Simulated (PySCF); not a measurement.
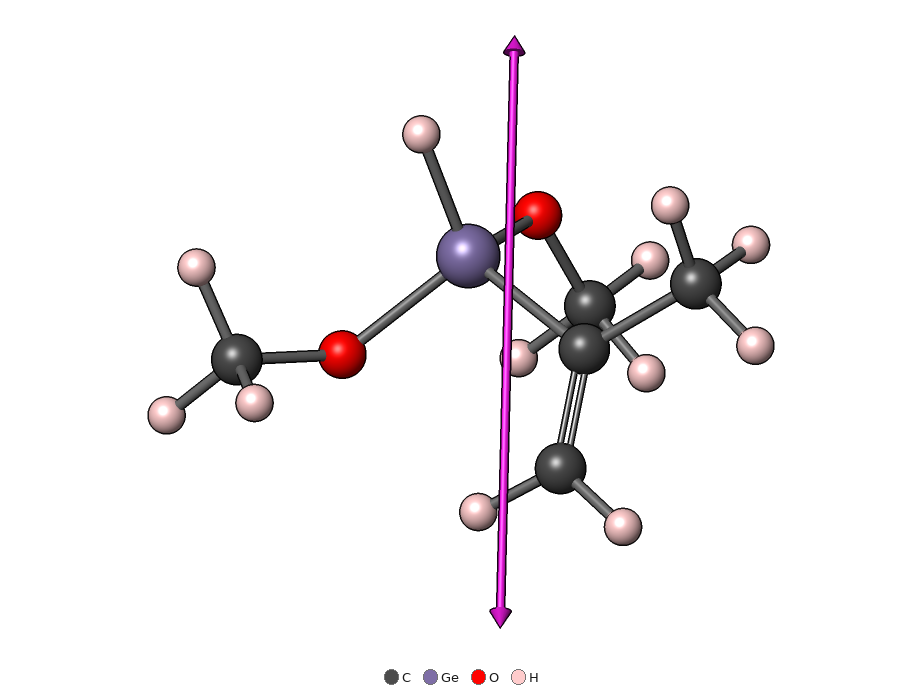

The double arrow shows the direction of the transition dipole to excited singlet state 3 (its length means nothing). The geometry was computed by an optimisation with PBE0-D3(BJ)/def2-SVP. No frequency run is at hand to confirm it as a minimum. Properties computed with TDDFT B3LYP/def2-SVPD, vertical, gas phase, core orbitals frozen in the response (PySCF 2.14.0).

### Where does the transition lie, and how strong is it?

6.68 eV (186 nm), oscillator strength 0.084, mainly HOMO−3 → LUMO (weight 0.52); transition dipole 1.82 D.
